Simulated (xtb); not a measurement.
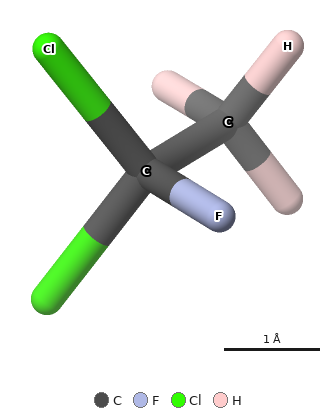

Figure 1. The structure as given in the input (stick view, seen at a tilt). Bond lengths as drawn: C–C 1.51 Å, C–Cl 1.79 Å, C–F 1.35 Å and C–H 1.09 Å.

**C$_{2}$H$_{3}$Cl$_{2}$F: frequency calculation**

- system: C$_{2}$H$_{3}$Cl$_{2}$F, SMILES CC(F)(Cl)Cl
- method: GFN2-xTB (xtb 6.7.1 later snapshot)

The geometry was optimised with GFN2-xTB.

**Input (geom.xyz)**
```
8
start
C     -0.13378300    -0.51029700     0.65228500
C      0.20084300     0.39078900    -0.51025400
F      1.52724400     0.65133700    -0.54779300
Cl    -0.23274000    -0.36800900    -2.06714300
Cl    -0.64218500     1.95931400    -0.38108800
H      0.16150400    -0.02313000     1.57940800
H      0.41181400    -1.44605500     0.54854700
H     -1.20049800    -0.71095000     0.67023800
```

Launch command:
```bash
xtb geom.xyz --hess --raman --ptb > xtb.out 2> xtb.err
```

**The program's output**
```
* xtb version 6.7.1
   ID    Z sym.   atoms
    1    6 C      1, 2
    2    9 F      3
    3   17 Cl     4, 5
    4    1 H      6-8

           -------------------------------------------------
          |                Calculation Setup                |
           -------------------------------------------------

          program call               : xtb geom.xyz --hess --raman --ptb
          coordinate file            : geom.xyz
          omp threads                :                     1

           -------------------------------------------------
          |                 G F N 2 - x T B                 |
           -------------------------------------------------

      * Hamiltonian:
        H0-scaling (s, p, d)           1.850000    2.230000    2.230000
        zeta-weighting                 0.500000
      * Dispersion:
        s8                             2.700000
        a1                             0.520000
        a2                             5.000000
        s9                             5.000000
      * Repulsion:
        kExp                           1.500000    1.000000
        rExp                           1.000000
      * Coulomb:
        alpha                          2.000000
        third order                    shell-resolved
        anisotropic                    true
        a3                             3.000000
        a5                             4.000000
        cn-shift                       1.200000
        cn-exp                         4.000000
        max-rad                        5.000000

          ...................................................
          :                      SETUP                      :
          :.................................................:
          :  # basis functions                  35          :
          :  # atomic orbitals                  33          :
          :  # shells                           15          :
          :  # electrons                        32          :
          :  max. iterations                   250          :
          :  Hamiltonian                  GFN2-xTB          :
          :  restarted?                      false          :
          :  GBSA solvation                  false          :
          :  PC potential                    false          :
          :  electronic temp.          300.0000000     K    :
          :  accuracy                    1.0000000          :
          :  -> integral cutoff          0.2500000E+02      :
          :  -> integral neglect         0.1000000E-07      :
          :  -> SCF convergence          0.1000000E-05 Eh   :
          :  -> wf. convergence          0.1000000E-03 e    :
          :  Broyden damping             0.4000000          :
          :  net charge                          0          :
          :  unpaired electrons                  0          :
          ...................................................

 iter      E             dE          RMSdq      gap      omega  full diag
   1    -19.6440564 -0.196441E+02  0.445E+00    6.98       0.0  T
   2    -19.7126473 -0.685909E-01  0.341E+00    5.90       1.0  T
   3    -19.7274748 -0.148275E-01  0.183E+00    6.19       1.0  T
   4    -19.7276821 -0.207343E-03  0.188E-01    6.14       1.0  T
   5    -19.7277728 -0.906799E-04  0.807E-02    6.16       1.0  T
   6    -19.7277784 -0.555664E-05  0.378E-02    6.17       1.0  T
   7    -19.7277806 -0.228769E-05  0.212E-02    6.17       1.7  T
   8    -19.7277811 -0.446253E-06  0.153E-02    6.17       2.3  T
   9    -19.7277818 -0.710440E-06  0.282E-03    6.17      12.5  T
  10    -19.7277818 -0.100594E-07  0.673E-04    6.17      52.6  T
  11    -19.7277818 -0.131909E-08  0.395E-04    6.17      89.4  T

   *** convergence criteria satisfied after 11 iterations ***

         #    Occupation            Energy/Eh            Energy/eV
      -------------------------------------------------------------
         1        2.0000           -1.0838058             -29.4919
       ...           ...                  ...                  ...
        10        2.0000           -0.5151830             -14.0188
        11        2.0000           -0.5095277             -13.8650
        12        2.0000           -0.4950817             -13.4719
        13        2.0000           -0.4587391             -12.4829
        14        2.0000           -0.4530342             -12.3277
        15        2.0000           -0.4496156             -12.2347
        16        2.0000           -0.4445433             -12.0966 (HOMO)
        17                         -0.2176298              -5.9220 (LUMO)
        18                         -0.1753233              -4.7708
        19                         -0.0404707              -1.1013
        20                         -0.0235943              -0.6420
        21                         -0.0120483              -0.3279
       ...                                ...                  ...
        33                          0.2155146               5.8644
      -------------------------------------------------------------
                  HL-Gap            0.2269135 Eh            6.1746 eV
             Fermi-level           -0.3310866 Eh           -9.0093 eV

 SCC (total)                   0 d,  0 h,  0 min,  0.009 sec
 SCC setup                      ...        0 min,  0.000 sec (  1.130%)
 Dispersion                     ...        0 min,  0.000 sec (  0.558%)
 classical contributions        ...        0 min,  0.000 sec (  0.099%)
 integral evaluation            ...        0 min,  0.001 sec ( 12.797%)
 iterations                     ...        0 min,  0.005 sec ( 58.563%)
 molecular gradient             ...        0 min,  0.002 sec ( 24.365%)
 printout                       ...        0 min,  0.000 sec (  1.699%)

         :::::::::::::::::::::::::::::::::::::::::::::::::::::
         ::                     SUMMARY                     ::
         :::::::::::::::::::::::::::::::::::::::::::::::::::::
         :: total energy             -19.643617064457 Eh    ::
         :: gradient norm              0.000061270813 Eh/a0 ::
         :: HOMO-LUMO gap              6.174630903397 eV    ::
         ::.................................................::
         :: SCC energy               -19.727780001253 Eh    ::
         :: -> isotropic ES            0.023276003167 Eh    ::
         :: -> anisotropic ES         -0.000986861126 Eh    ::
         :: -> anisotropic XC         -0.001427846178 Eh    ::
         :: -> dispersion             -0.005092615906 Eh    ::
         :: repulsion energy           0.084162936795 Eh    ::
         :: add. restraining           0.000000000000 Eh    ::
         :: total charge              -0.000000000000 e     ::
         :::::::::::::::::::::::::::::::::::::::::::::::::::::

           -------------------------------------------------
          |                Numerical Hessian                |
           -------------------------------------------------
step length          :   0.00500
SCC accuracy         :   0.30000
Hessian scale factor :   1.00000
frozen atoms in %    :   0.00000    0
RMS gradient         :   0.00006
estimated CPU  time      0.00 min
Hessian matrix computed using GFN2-xTB.

           -------------------------------------------------
          |                      P T B                      |
           -------------------------------------------------

                              @@@ @

Calculating vibrational intensities using PTB ...
estimated CPU  time      0.03 min
... done.

writing file <hessian>, containing the non-mass-weighted Hessian matrix in atomic units (Eₕ/Bohr²).

 projected vibrational frequencies (cm⁻¹)
eigval :       -0.00    -0.00    -0.00     0.00     0.00     0.00
eigval :      202.92   228.33   262.95   340.58   352.35   396.33
eigval :      565.04   645.46   900.63  1063.52  1079.61  1129.48
eigval :     1382.78  1442.26  1444.72  3035.42  3036.12  3064.79
           -------------------------------------------------
          |                Property Printout                |
           -------------------------------------------------

    * Orbital Energies and Occupations

         #    Occupation            Energy/Eh            Energy/eV
      -------------------------------------------------------------
         1        2.0000           -1.0838051             -29.4918
       ...           ...                  ...                  ...
         4        2.0000           -0.6817101             -18.5503
         5        2.0000           -0.6320325             -17.1985
         6        2.0000           -0.5919798             -16.1086
         7        2.0000           -0.5904679             -16.0674
         8        2.0000           -0.5752628             -15.6537
         9        2.0000           -0.5265847             -14.3291
        10        2.0000           -0.5151822             -14.0188
        11        2.0000           -0.5095273             -13.8649
        12        2.0000           -0.4950807             -13.4718
        13        2.0000           -0.4587384             -12.4829
        14        2.0000           -0.4530333             -12.3277
        15        2.0000           -0.4496147             -12.2346
        16        2.0000           -0.4445421             -12.0966 (HOMO)
        17                         -0.2176259              -5.9219 (LUMO)
        18                         -0.1753200              -4.7707
        19                         -0.0404695              -1.1012
        20                         -0.0235933              -0.6420
        21                         -0.0120476              -0.3278
        22                         -0.0106883              -0.2908
        23                         -0.0097914              -0.2664
        24                         -0.0094778              -0.2579
        25                         -0.0090764              -0.2470
        26                         -0.0082376              -0.2242
        27                          0.0612659               1.6671
       ...                                ...                  ...
        33                          0.2155157               5.8645
      -------------------------------------------------------------
                  HL-Gap            0.2269162 Eh            6.1747 eV
             Fermi-level           -0.3310840 Eh           -9.0093 eV

     #   Z          covCN         q      C6AA      α(0)
     1   6          3.810    -0.137    23.129     6.846
     2   6          3.535     0.318    16.773     6.012
     3   9          0.850    -0.190    11.125     3.941
     4  17          1.091    -0.136   103.434    15.560
     5  17          1.091    -0.136   103.434    15.560
     6   1          0.925     0.095     1.835     2.119
     7   1          0.925     0.095     1.835     2.119
     8   1          0.925     0.092     1.856     2.131

 Mol. C6AA /au·bohr⁶  :       1335.248535
 Mol. C8AA /au·bohr⁸  :      42742.546092
 Mol. α(0) /au        :         54.285359

Wiberg/Mayer (AO) data.
largest (>0.10) Wiberg bond orders for each atom

 ---------------------------------------------------------------------------
     #   Z sym  total        # sym  WBO       # sym  WBO       # sym  WBO
 ---------------------------------------------------------------------------
     1   6      3.972 --     2      1.006     8      0.977     7      0.970
                             6      0.970
     2   6      3.879 --     1      1.006     3      0.981     5      0.941
                             4      0.941
     3   9      1.100 --     2      0.981
     4  17      1.061 --     2      0.941
     5  17      1.061 --     2      0.941
     6   1      0.991 --     1      0.970
     7   1      0.991 --     1      0.970
     8   1      0.991 --     1      0.977
 ---------------------------------------------------------------------------

Topologies differ in total number of bonds
Writing topology from bond orders to xtbtopo.mol

molecular dipole:
                 x           y           z       tot (Debye)
 q only:       -0.274      -0.663       0.848
   full:       -0.329      -0.507       0.619       2.199
molecular quadrupole (traceless):
                xx          xy          yy          xz          yz          zz
 q only:        0.010       0.048      -0.101       0.055      -0.399       0.091
  q+dip:       -1.469      -0.433       0.388       0.311      -0.909       1.081
   full:       -1.694      -0.675       0.596       0.458      -0.498       1.098

           -------------------------------------------------
          |               Frequency Printout                |
           -------------------------------------------------
 projected vibrational frequencies (cm⁻¹)
eigval :       -0.00    -0.00    -0.00     0.00     0.00     0.00
eigval :      202.92   228.33   262.95   340.58   352.35   396.33
eigval :      565.04   645.46   900.63  1063.52  1079.61  1129.48
eigval :     1382.78  1442.26  1444.72  3035.42  3036.12  3064.79
 reduced masses (amu)
    1:     10.16    2:     15.05    3:      9.67    4:     11.53    5:     23.93    6:      7.61
    7:      1.03    8:     13.28    9:      3.85   10:      4.06   11:     11.64   12:     12.40
   13:      5.87   14:      4.82   15:      3.38   16:      1.49   17:      2.22   18:      4.47
   19:      1.24   20:      1.06   21:      1.06   22:      1.04   23:      1.10   24:      1.08
 IR intensities (km·mol⁻¹)
    1:      0.15    2:      0.44    3:      0.22    4:      0.29    5:      0.16    6:      0.42
    7:      0.06    8:      0.52    9:      1.25   10:      0.84   11:      0.03   12:      6.03
   13:     37.16   14:    205.68   15:    115.97   16:     75.45   17:     74.10   18:    109.79
   19:     16.99   20:      6.03   21:     13.57   22:      6.76   23:      4.98   24:      0.91
 Raman intensities (Ä⁴*amu⁻¹)
    1:      0.09    2:      0.29    3:      0.06    4:      0.07    5:      0.10    6:      0.14
    7:      0.00    8:      2.27    9:      0.70   10:      1.41   11:      2.94   12:      2.86
   13:     11.57   14:      8.52   15:      2.94   16:      2.13   17:      2.26   18:      1.19
   19:      2.44   20:      4.98   21:      5.24   22:    140.03   23:     74.77   24:     54.24
 output can be read by thermo (or use thermo option).
 writing <g98.out> molden fake output.
 recommended (thermochemical) frequency scaling factor: 1.0
           -------------------------------------------------
          |             Thermodynamic Functions             |
           -------------------------------------------------
Molecule has the following symmetry elements: (sigma)
It seems to be the Cs point group

cs  symmetry found (for desy threshold:  0.10E+00) used in thermo

          ...................................................
          :                      SETUP                      :
          :.................................................:
          :  # frequencies                          18      :
          :  # imaginary freq.                       0      :
          :  linear?                             false      :
          :  only rotor calc.                    false      :
          :  symmetry                               cs      :
          :  rotational number                       1      :
          :  scaling factor                  1.0000000      :
          :  rotor cutoff                   50.0000000 cm⁻¹ :
          :  imag. cutoff                  -20.0000000 cm⁻¹ :
          :.................................................:

    mode    ω/cm⁻¹     T·S(HO)/kcal·mol⁻¹    T·S(FR)/kcal·mol⁻¹   T·S(vib)
   ------------------------------------------------------------------------
       1    202.92    -0.62803 ( 99.63%)    -0.64145 (  0.37%)    -0.62808
       2    228.33    -0.56410 ( 99.77%)    -0.60651 (  0.23%)    -0.56420
       3    262.95    -0.48959 ( 99.87%)    -0.56470 (  0.13%)    -0.48969
   ------------------------------------------------------------------------

   temp. (K)  partition function   enthalpy   heat capacity  entropy
                                   cal/mol     cal/K/mol   cal/K/mol   J/K/mol
 298.15  VIB   6.86                 1917.026     13.715     10.259
         ROT  0.191E+06              888.727      2.981     27.143
         INT  0.131E+07             2805.753     16.696     37.402
         TR   0.387E+26             1481.212      4.968     40.185
         TOT                        4286.9655    21.6639    77.5869   324.6235

       T/K    H(0)-H(T)+PV         H(T)/Eh          T*S/Eh         G(T)/Eh
   ------------------------------------------------------------------------
    298.15    0.683171E-02    0.537011E-01    0.368640E-01    0.168371E-01
   ------------------------------------------------------------------------

         :::::::::::::::::::::::::::::::::::::::::::::::::::::
         ::                  THERMODYNAMIC                  ::
         :::::::::::::::::::::::::::::::::::::::::::::::::::::
         :: total free energy         -19.626779961302 Eh   ::
         ::.................................................::
         :: total energy              -19.643617064850 Eh   ::
         :: zero point energy           0.046869413671 Eh   ::
         :: G(RRHO) w/o ZPVE           -0.030032310123 Eh   ::
         :: G(RRHO) contrib.            0.016837103549 Eh   ::
         :::::::::::::::::::::::::::::::::::::::::::::::::::::

           -------------------------------------------------
          | TOTAL ENERGY              -19.643617064850 Eh   |
          | TOTAL ENTHALPY            -19.589915936778 Eh   |
          | TOTAL FREE ENERGY         -19.626779961302 Eh   |
          | GRADIENT NORM               0.000062719367 Eh/α |
          | HOMO-LUMO GAP               6.174704770671 eV   |
           -------------------------------------------------

------------------------------------------------------------------------
------------------------------------------------------------------------
 total:
 *  cpu-time:     0 d,  0 h,  0 min,  2.162 sec
 * ratio c/w:     0.996 speedup
 SCF:
 *  cpu-time:     0 d,  0 h,  0 min,  0.008 sec
 * ratio c/w:     0.934 speedup
 analytical hessian:
 *  cpu-time:     0 d,  0 h,  0 min,  2.142 sec
 * ratio c/w:     0.997 speedup
```

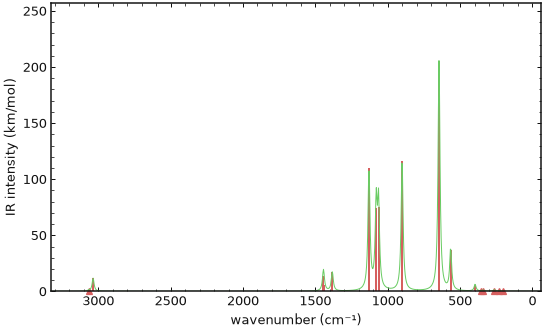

Figure 2. Harmonic infrared spectrum, unscaled: sticks (degenerate modes added up, dark ones marked on the axis) with a Lorentzian envelope of 16 cm⁻¹ full width, scaled to the tallest stick. 18 modes from 203 to 3065 cm⁻¹, none imaginary. The strongest line is at 645 cm⁻¹ (206 km/mol).

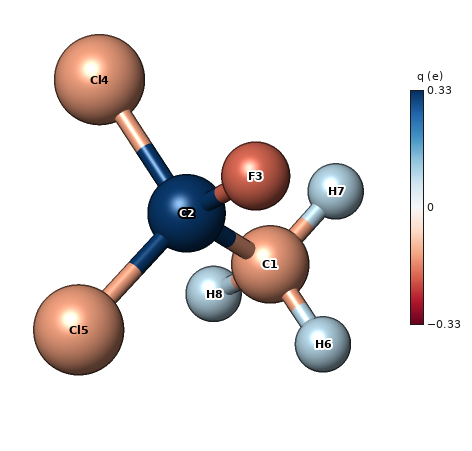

Figure 3. Mulliken charges, as the colour of each atom (ball-and-stick view, seen at a tilt; atoms are numbered from 1 in the order of the input). By element: C −0.14 to +0.32, F −0.19, Cl −0.14 and H +0.09 e.

**Summary**

```json
{"quantity": "outcome", "value": "converged"}
{"quantity": "electrons treated", "value": "32"}
{"quantity": "total energy", "value": "−19.643617 hartree"}
{"quantity": "dispersion energy", "value": "−0.005093 hartree"}
{"quantity": "basis functions", "value": "35"}
{"quantity": "HOMO", "value": "−12.10 eV"}
{"quantity": "LUMO", "value": "−5.92 eV"}
{"quantity": "zero-point energy", "value": "0.046869 hartree"}
{"quantity": "dipole moment", "value": "2.20 D"}
{"quantity": "wavenumbers, lowest and highest", "value": "203 and 3065 cm⁻¹"}
{"quantity": "hardware", "value": "1 thread of Arm Neoverse N1, 24 GiB of memory available, shared host"}
{"quantity": "wall time", "value": "2.2 s"}
{"quantity": "peak memory", "value": "0.077 GiB"}
```
